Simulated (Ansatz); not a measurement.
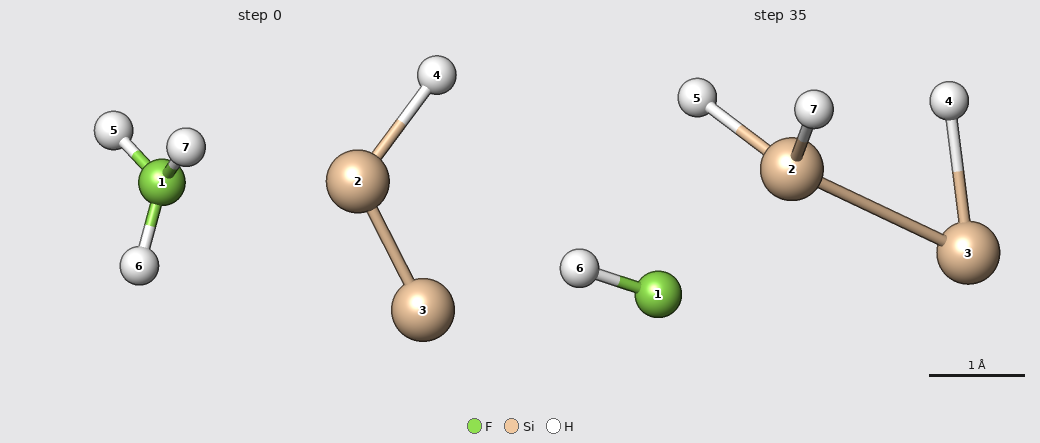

The structure of Si₂H₄F (charge +1) before (left) and after (right) a relaxation, at one scale.

Style: ball-and-stick. Shown at a tilt.

It is one of the separated reactants of a reaction.

Method: RKS PBE-D4/def2-SVP (Ansatz). Set-up: force threshold 0.03 eV/Å; at most 250 steps.

Q: Summarise the run.

A: The largest moves after the best rigid fit, 1.21 Å, are those of F1, H5 and H7. By element the largest moves are F 1.21 Å, H 1.21 Å, Si 1.06 Å. Among the contacts that change: F1–H5 0.910 → 2.623 Å, Si2–H5 2.705 → 1.503 Å, Si2–H7 2.691 → 1.502 Å, Si3–H4 2.482 → 1.625 Å. New bonds form, among them: Si2–H5 (2.70 → 1.50 Å), Si2–H7 (2.69 → 1.50 Å), Si3–H4 (2.48 → 1.62 Å). Bonds break, among them: F1–H5 (0.91 → 2.62 Å), F1–H7 (0.91 → 2.62 Å), Si2–H4 (1.48 → 2.01 Å). Over 30 accepted moves (35 points after the start) the energy falls by 466.3 kcal/mol. The largest force component goes from 30 to 0.024 eV/Å. The line search rejected the trial steps at points 18, 22, 24, 26, 34 of the run. The forces were under the threshold at step 33, but the run went on from there. The run took 34 s on 2 threads of Intel Xeon, with other jobs on the host.

Limits of the set-up: the start holds two separate molecules, 2.4 Å apart at their closest, whose relative position is a soft coordinate.
